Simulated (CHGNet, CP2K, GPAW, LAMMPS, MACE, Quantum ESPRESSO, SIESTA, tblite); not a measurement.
# Codes compared on glassy 68SiO2-14MgO-11ZnO-7BaO (mol %) (75 atoms)

How near do other programs and methods come to a plane-wave reference for glassy 68SiO2-14MgO-11ZnO-7BaO (mol %) (75 atoms)? A plane-wave run serves as the reference.

Method: Kohn-Sham DFT, PBE, SSSP efficiency 1.3.0 pseudopotentials, plane waves, in Quantum ESPRESSO 7.5.

## (1) Starting point

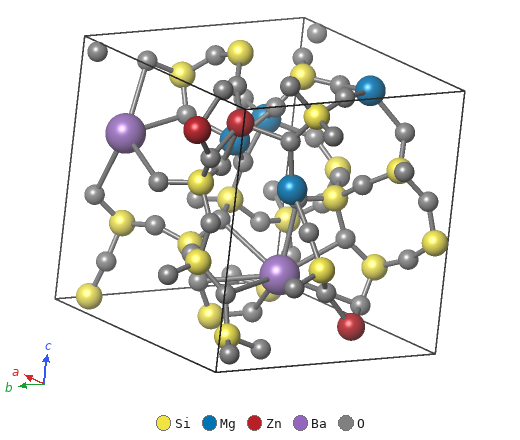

The starting structure, seen from a free direction (silicon yellow, magnesium blue, zinc red, barium purple, oxygen grey). Bonds to atoms that aren't drawn are left out. Some periodic images of atoms are drawn too.

The cell holds 75 atoms: 19 Si, 4 Mg, 3 Zn, 2 Ba and 47 O. Its edges and angles: a = 10.485 Å, b = 10.485 Å, c = 10.485 Å, α = 90.0°, β = 90.0°, γ = 90.0°. 75 atoms (19 Si, 4 Mg, 3 Zn, 2 Ba, 47 O) placed at random at 2.67 g/cm³, melted at 4000 K for 10 ps at fixed volume with the Morse and Coulomb pair potential with partial charges (Pedone, Malavasi, Menziani, Cormack and Segre, J. Phys. Chem. B 110, 11780 (2006)). Quenched from 4000 K to 300 K at 25 K/ps and fixed volume, held 5 ps, then minimised at fixed cell.

## (2) The reference run

Contents of pw.in:

```
&control
  calculation = 'scf'
  pseudo_dir = './pseudo'
  outdir = './tmp'
  disk_io = 'none'
  tprnfor = .true.
  tstress = .true.
/
&system
  ibrav = 0
  nat = 75
  ntyp = 5
  ecutwfc = 60
  ecutrho = 480
  nosym = .true.
  occupations = 'smearing'
  smearing = 'fd'
  degauss = 0.003675
/
&electrons
  conv_thr = 3.8e-07
  electron_maxstep = 100
  mixing_beta = 0.4
  mixing_mode = 'plain'
  diagonalization = 'david'
/
ATOMIC_SPECIES
Si 28.085 Si.upf
Mg 24.305 Mg.upf
Zn 65.380 Zn.upf
Ba 137.327 Ba.upf
O 15.999 O.upf
CELL_PARAMETERS angstrom
10.48540 0.00000 0.00000
0.00000 10.48540 0.00000
0.00000 0.00000 10.48540
ATOMIC_POSITIONS crystal
Si 0.77001 0.42486 0.40191
Si 0.39756 0.82933 0.29783
Si 0.37019 0.25419 0.50664
Si 0.60854 0.07012 0.53649
Si 0.46310 0.80711 0.57884
Si 0.12564 0.16086 0.67304
Si 0.84967 0.13655 0.02062
Si 0.90179 0.60758 0.85204
Si 0.03014 0.03526 0.41578
Si 0.93010 0.78515 0.29301
Si 0.60836 0.27920 0.90422
Si 0.66030 0.66908 0.27883
[... 59 atom lines left out ...]
O 0.35795 0.83317 0.96224
O 0.47878 0.20535 0.90221
O 0.66608 0.07890 0.39214
O 0.91471 0.46590 0.36805
K_POINTS gamma
```

The run is started by

```console
OMP_NUM_THREADS=1 mpirun -np 4 pw.x -in pw.in > output.txt
```

Numbers of over 12 decimals in the logs are rounded to 6 here.

Output:

```text
Program PWSCF
     gamma-point specific algorithms are used
     one sub-group per band group will be used
     scalapack distributed-memory algorithm (size of sub-group:  2*  2 procs)
     Parallelization info
     sticks:   dense  smooth     PW     G-vecs:    dense   smooth      PW
     Min        3750    1876    469               345453   122072   15300
     Max        3752    1877    474               345460   122073   15302
     Sum       15005    7505   1885              1381831   488289   61205
     bravais-lattice index     =            0
     lattice parameter (alat)  =      19.8145  a.u.
     unit-cell volume          =    7779.4986 (a.u.)^3
     number of atoms/cell      =           75
     number of atomic types    =            5
     number of electrons       =       446.00
[... lines left out ...]
     scf convergence threshold =      3.8E-07
[... lines left out ...]
     number of k points=     1  Fermi-Dirac smearing, width (Ry)=  0.0037
[... lines left out ...]
     total energy              =   -4569.33767003 Ry
[... lines left out ...]
     total energy              =   -4574.17349520 Ry
[... lines left out ...]
     total energy              =   -4574.21997229 Ry
[... lines left out ...]
     total energy              =   -4574.25964327 Ry
[... lines left out ...]
     total energy              =   -4574.25964430 Ry
[... lines left out ...]
   -74.8763 -74.6723 -74.6474 -74.5843 -24.1886 -24.1192 -17.6965 -17.3308
   -17.1681 -17.1065 -16.8800 -16.7648 -16.6733 -16.5929 -16.5520 -16.3561
   -16.3066 -16.2312 -16.1972 -16.0842 -15.9727 -15.9238 -15.7990 -15.7503
[...]
10.1016  10.1673  10.2759  10.3114  10.4567  10.4785  10.6017  10.6471
    10.6888  10.8158  10.8997  10.9517  10.9952  11.0715  11.1507  11.2498
    11.2867  11.3162  11.3464  11.4448
     the Fermi energy is     4.6081 ev
!    total energy              =   -4574.25964441 Ry
     estimated scf accuracy    <       0.00000031 Ry
     smearing contrib. (-TS)   =      -0.00000000 Ry
     internal energy E=F+TS    =   -4574.25964441 Ry
     The total energy is F=E-TS. E is the sum of the following terms:
     one-electron contribution =   -2925.28698543 Ry
     hartree contribution      =    1671.11585785 Ry
     xc contribution           =    -649.38285732 Ry
     ewald contribution        =   -1349.29127079 Ry
     one-center paw contrib.   =   -1321.41438872 Ry
     convergence has been achieved in  15 iterations
     Forces acting on atoms (cartesian axes, Ry/au):
     atom    1 type  1   force =     0.06329113    0.00480797   -0.05954801
     atom    2 type  1   force =    -0.00031093    0.02477559   -0.00025104
     atom    3 type  1   force =    -0.03429056   -0.07804485    0.00102118
[...]
atom   74 type  5   force =    -0.02860673   -0.03472662   -0.03103844
     atom   75 type  5   force =    -0.00099680   -0.00244367   -0.00149653
     Total force =     0.536508     Total SCF correction =     0.000313
     Computing stress (Cartesian axis) and pressure
          total   stress  (Ry/bohr**3)                   (kbar)     P=       13.66
  -0.00002215   0.00009547  -0.00011325           -3.26       14.04      -16.66
   0.00009547   0.00010363  -0.00002017           14.04       15.24       -2.97
  -0.00011325  -0.00002017   0.00019713          -16.66       -2.97       29.00
     Message from routine punch:
     Nothing written, as per user request (disk_io='none')
```

It took 3 min on 4 MPI ranks of Arm Neoverse V2, shared host; peak memory 3.6 GiB; 12 min of CPU time.

Banners, paths, timers and routine set-up lines are dropped from the logs unmarked, and long logs keep their key lines alone; longer cuts are marked.

Numbers from this run:

| Property | Result |
| --- | --- |
| r.m.s. force component | 0.9196 eV/Å |
| longest force | 3.232 eV/Å |
| pressure | 1.366 GPa |
| gap (highest filled to lowest empty level) | 2.891 eV |

## (3) Structure statistics

Density 2.67 g/cm³, 15.37 Å³ an atom.

g(r), total and by pair (bins of 0.2 Å):

```csv
r (Å),total,O-O,O-Si,O-Mg,O-Zn,O-Ba,Si-Si
1.50,1.45,0.00,4.55,0.00,0.00,0.00,0.00
1.70,3.29,0.00,10.37,0.00,0.00,0.00,0.00
1.90,0.43,0.00,0.00,2.54,5.20,0.00,0.00
2.10,0.56,0.00,0.00,6.11,3.03,0.00,0.00
2.30,0.06,0.00,0.00,0.00,1.21,0.00,0.00
2.50,0.88,2.24,0.00,0.00,0.00,0.00,0.00
2.70,1.85,4.50,0.00,0.00,0.00,1.29,0.00
2.90,0.29,0.25,0.06,0.89,0.38,1.73,0.29
3.10,0.77,0.34,0.00,0.51,0.67,2.54,5.46
3.30,0.69,0.91,0.05,0.43,0.00,0.87,1.69
3.50,0.78,0.50,0.92,0.21,0.25,2.02,0.00
3.70,1.04,1.00,1.48,0.89,0.72,0.73,0.00
3.90,1.14,0.93,1.63,1.60,1.70,0.32,0.00
4.10,1.22,0.66,1.85,1.44,1.53,1.79,0.59
4.30,1.21,0.76,1.96,1.06,2.27,0.27,0.55
4.50,1.19,1.04,1.23,2.29,0.96,1.19,1.12
4.70,0.93,0.85,0.74,1.56,1.04,1.09,1.62
4.90,0.96,1.14,0.84,0.31,0.54,1.41,1.79
5.10,1.20,1.75,0.67,0.94,0.37,1.12,1.55
```

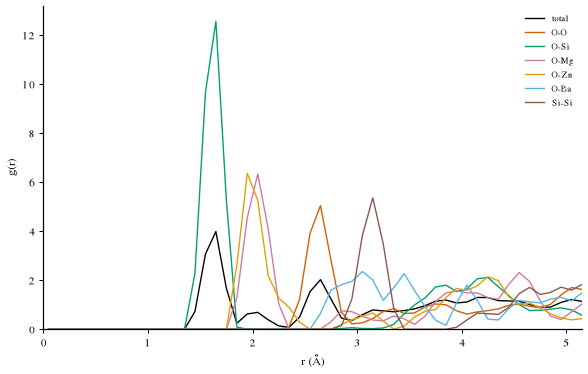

Pair distribution functions, lightly smoothed.

Bonds by pair of elements; cutoffs follow the first minimum of g(r), held within bounds set by covalent radii, and pairs that aren't listed don't count as bonded (cutoffs were set anew for this text, so counts can differ from the run's own analysis):

```csv
pair A-B,cutoff (Å),bonds,mean length (Å),spread (Å),shortest (Å),B about A,A about B
O-Si,2.08,76,1.62,0.033,1.55,1.62,4
O-Mg,2.58,15,2.06,0.077,1.94,0.319,3.75
O-Zn,2.5,12,2.04,0.14,1.90,0.255,4
O-Ba,3.29,10,2.98,0.148,2.74,0.213,5
```

The cutoff for O-Ba falls short of the minimum of g(r), so counts run low and odd coordinations can be artefacts.

How many atoms have how many bonded neighbours:

```csv
element,mean,2,3,4,5,6
Ba,5,0,0,1,0,1
Mg,3.75,0,1,3,0,0
O,2.40,28,19,0,0,0
Si,4,0,0,19,0,0
Zn,4,0,1,1,1,0
```

Rings of the network by King's shortest-path rule, up to 12 atoms, one path for each pair of neighbours; H, halogens, alkali and alkaline-earth atoms are left out, and the last column divides by all other atoms, bonded or not:

```csv
ring size (atoms),rings,per network atom
4,2,0.029
6,2,0.029
8,4,0.058
10,9,0.13
12,12,0.174
```

## (4) What was run beside it

The programs:
- CHGNet: machine-learned potential, published weights.
- CP2K 2026.2: Gaussian basis with GTH pseudopotentials and a plane-wave density; labels give functional, basis (MOLOPT sets; SR short-range, UZH the newer set with its own potentials), grid cutoff/relative cutoff and solver (OT: orbital transformation; TRS4, TC2, SIGN: linear-scaling purification with its sparsity filter), or its built-in tight binding.
- GPAW 26.7.0: PAW with atomic orbitals (LCAO), plane waves or a real-space grid of spacing h.
- MACE: machine-learned potential, published weights.
- Quantum ESPRESSO 7.5: plane waves; labels (QE) give functional, pseudopotential set and cutoffs of waves/density.
- SIESTA 5.4.2: numerical atomic orbitals, whose automatically made sets are far from complete, with PseudoDojo norm-conserving potentials that we converted to its format (checked against plane waves on the same files for H, C, O, Si, Ge and Ca alone); labels give functional, basis size, energy shift and mesh cutoff.
- tblite 0.8.0: extended tight binding, driven from Python.

All use the same cell and atoms; the electronic-structure runs use the same k-mesh, and an electronic temperature of 580 K (0.05 eV) where levels are smeared.

Differences are against the plane-wave reference, forces as r.m.s. over components; share is that over the reference's r.m.s. force, slope the least-squares factor from reference forces to these. Total energies of different programs have different zeros and aren't compared.

```csv
run,"Δ force, r.m.s. (meV/Å)",share (%),slope,Δ pressure (GPa),Δ gap (eV),cores,CPU time,memory (GiB)
reference,-,-,-,-,-,4,12 min,3.6
CHGNet 0.3.0 potential,124,13.5,0.941,0.252,-,1,3.2 s,0.93
CHGNet r2SCAN potential,277,30.2,0.725,-3.59,-,1,3.1 s,0.93
"CP2K PBE, DZVP-MOLOPT-SR, 1200/50 Ry, SIGN filter 1e-06, SCF 1e-06",171,18.6,0.932,0.326,-,1,4.7 min,3.8
"GPAW PBE, LCAO dzp, h 0.18 Å",322,35.0,1.304,-,-0.128,1,2.3 min,1.7
"GPAW PBE, LCAO dzp, h 0.22 Å (coarse)",359,39.0,1.316,-,-0.133,1,83 s,0.98
"GPAW PBE, LCAO sz(dzp), h 0.18 Å (coarse)",1153,125,1.971,-,-0.307,1,54 s,1.3
"GPAW PBE, LCAO szp(dzp), h 0.18 Å (coarse)",309,33.6,1.230,-,-0.171,1,1.7 min,1.6
MACE MPA-0 medium potential,65.3,7.10,0.958,-0.0107,-,1,6.9 s,0.93
"QE PBE, gbrv-1.5, 40/200 Ry",32.2,3.50,0.974,0.0863,0.0269,2,4.7 min,1.6
"SIESTA PBE, DZP, shift 0.01 Ry, mesh 500 Ry",220,23.9,1.179,1.67,-0.073,2,3.8 min,1.9
"SIESTA PBE, TZP, shift 0.01 Ry, mesh 500 Ry",164,17.8,1.124,0.323,-0.0798,4,5.2 min,2.6
"SIESTA revPBE, PBE potentials, DZP, shift 0.01 Ry, mesh 500 Ry",207,22.5,1.165,2.99,0.059,2,3.8 min,1.9
tblite GFN1-xTB,502,54.6,0.951,-4.02,-,1,3.8 s,0.11
```

Rows marked coarse were listed beforehand as settings not expected to be converged; some can still land near the reference.

Times of the machine-learned potentials are mostly Python's start and the loading of weights.

CPU time is summed over cores on a shared host, where runs went side by side, so it is rough. Symmetry, cutoffs, thresholds, outputs and thread counts weren't matched or tuned between programs; memory under MPI is the largest rank's times the ranks.

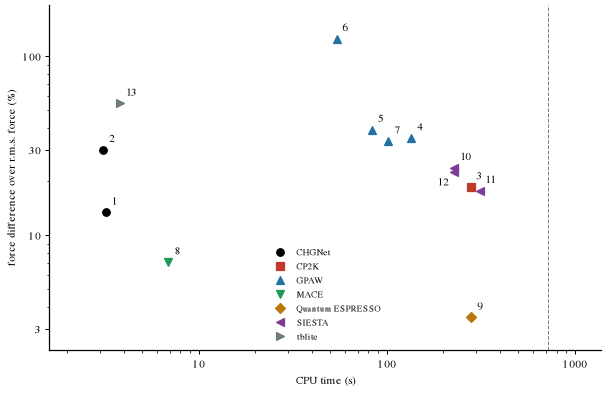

Force difference against CPU time; the dashed line marks the reference's time. Points: 1 CHGNet 0.3.0 potential; 2 CHGNet r2SCAN potential; 3 CP2K PBE, DZVP-MOLOPT-SR, 1200/50 Ry, SIGN filter 1e-06, SCF 1e-06; 4 GPAW PBE, LCAO dzp, h 0.18 Å; 5 GPAW PBE, LCAO dzp, h 0.22 Å; 6 GPAW PBE, LCAO sz(dzp), h 0.18 Å; 7 GPAW PBE, LCAO szp(dzp), h 0.18 Å; 8 MACE MPA-0 medium potential; 9 QE PBE, gbrv-1.5, 40/200 Ry; 10 SIESTA PBE, DZP, shift 0.01 Ry, mesh 500 Ry; 11 SIESTA PBE, TZP, shift 0.01 Ry, mesh 500 Ry; 12 SIESTA revPBE, PBE potentials, DZP, shift 0.01 Ry, mesh 500 Ry; 13 tblite GFN1-xTB.

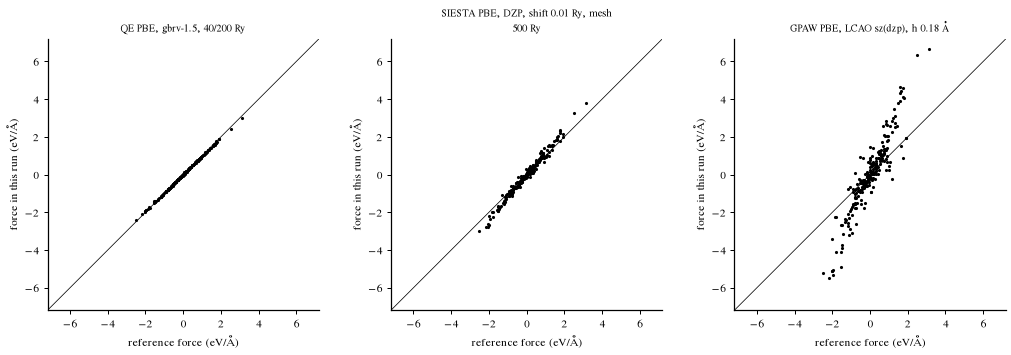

Force components against those of the reference; the line marks equality.

Mean charges by element (e), by run and scheme:

```csv
run,scheme,Si,Mg,Zn,Ba,O
"CP2K PBE, DZVP-MOLOPT-SR, 1200/50 Ry, SIGN filter 1e-06, SCF 1e-06",Mulliken,+0.81,+1.36,+0.74,+1.60,-0.56
"SIESTA PBE, DZP, shift 0.01 Ry, mesh 500 Ry",Hirshfeld,+0.36,+0.50,+0.86,+0.71,-0.27
"SIESTA PBE, TZP, shift 0.01 Ry, mesh 500 Ry",Hirshfeld,+0.38,+0.51,+0.86,+0.72,-0.28
"SIESTA revPBE, PBE potentials, DZP, shift 0.01 Ry, mesh 500 Ry",Hirshfeld,+0.36,+0.51,+0.86,+0.71,-0.28
tblite GFN1-xTB,Mulliken,+0.89,+0.80,+1.05,+1.21,-0.55
```

Within one program, basis, potentials and functional, energies share a zero. Each run against its twin at the usual cutoff or grid and solver:

```csv
run,twin,Δ energy (meV/atom),"Δ force, r.m.s. (meV/Å)",CPU time over the twin's
"GPAW PBE, LCAO dzp, h 0.22 Å","LCAO dzp, h 0.18 Å",157,129,0.61
```

## (5) Outcome

| Item | Value |
| --- | --- |
| reference r.m.s. force component | 0.920 eV/Å |
| nearest in forces | QE PBE, gbrv-1.5, 40/200 Ry, 3.5 % |
| farthest in forces | GPAW PBE, LCAO sz(dzp), h 0.18 Å (coarse), 125 % |
| cheapest electronic-structure run beside the reference | tblite GFN1-xTB, 3.8 s of CPU time |

**Reading.** PBE on plane waves or a grid with other potentials, cutoffs or grids, coarse settings apart, differs from the reference by 3.5 % (QE PBE, gbrv-1.5, 40/200 Ry) of the r.m.s. force; this holds the reference's own error, so differences of a few per cent don't tell which side is nearer the exact PBE result. The PBE runs in local orbitals, coarse settings apart, differ by 18 % (SIESTA PBE, TZP, shift 0.01 Ry, mesh 500 Ry) to 35 % (GPAW PBE, LCAO dzp, h 0.18 Å); basis, grid and potentials can all enter. Tight binding differs by 55 % (tblite GFN1-xTB); it is another model, with fitted parameters of its own, and the xTB methods hold dispersion. Machine-learned potentials differ by 7.1 % (MACE MPA-0 medium potential) to 30 % (CHGNet r2SCAN potential); they were trained on other programs' data, some at another functional. Rows with another functional or a dispersion term differ by 22 % (SIESTA revPBE, PBE potentials, DZP, shift 0.01 Ry, mesh 500 Ry), which mixes the change of model with differences of basis and potentials, some of them made for another functional. Runs with settings chosen to be coarse differ by 34 % (GPAW PBE, LCAO szp(dzp), h 0.18 Å) to 125 % (GPAW PBE, LCAO sz(dzp), h 0.18 Å), their programs' other errors included. Of the electronic-structure runs that take under half the reference's CPU time, QE PBE, gbrv-1.5, 40/200 Ry comes nearest, at 3.5 % in 4.7 min against 12 min. GPAW PBE, LCAO dzp, h 0.22 Å stiffens the forces by a factor of 1.32 while following their directions (correlation 0.985); the slopes of the 4 GPAW runs lie between 1.23 and 1.97; the difference isn't even, but is largest on one element. At the same functional, gaps differ from the reference's 2.89 eV by between -0.31 and +0.03 eV. In pressure, SIESTA PBE, DZP, shift 0.01 Ry, mesh 500 Ry misses by +1.7 GPa, at the same functional. Charges hang on model, scheme and program or settings: among these rows the mean for Ba runs from +0.71 to +1.60 e. In the reference: filled and empty levels are parted by 2.89 eV (on the run's k-points); a semilocal functional tends to put such gaps too low. In a disordered cell it changes from sample to sample, and tail or defect levels can set it. In the reference: for some of the pairs, g(r) has its first main peak near 2.6 Å (O-O), 1.6 Å (O-Si), 2.1 Å (O-Mg), 2.0 Å (O-Zn), 3.1 Å (O-Ba) and 3.1 Å (Si-Si). Periodic xTB results under one method name differ between programs and library versions. The potentials hold different valence shells: 446 electrons in the reference, 478 in SIESTA, 454 in GPAW, 454 in CP2K with DZVP-UZH and 478 in Quantum ESPRESSO with GBRV; this bears on time and differences. The reference's pressure holds the uncorrected Pulay stress of its 60 Ry basis, so small pressure differences, and their order, may be the reference's own error. Machine-learned potentials mimic data converged in k, so the reference's own k-point error enters their differences. The quench rate of 25 K/ps is many orders above laboratory rates, so the cell is likely richer in defects and strain than a real sample. The network of bonds at the start is that of the classical potential that made the cell, and needn't be the one that DFT or experiment would give. The reference's stress is far from hydrostatic: its diagonal is -0.3, 1.5, 2.9 GPa, compression counted positive. The electronic-structure runs sample only Γ, in a cell whose shortest periodic width is 10 Å. Spin–orbit coupling is left out, which matters for the levels of the heavy elements.

[Also dropped from logs without a mark: logging warnings of Python, and SIESTA's first energy breakdown and zero terms.]

[Logs are printed without paths, hosts, clocks, repeated set-up lines and the standing remarks that a program may print on its own settings, such as how far it seeks lower states.]

[Hosts, paths, dates, database ids (printed as entryN), source tags and the programs' standing remarks are cut or masked in the printed files.]
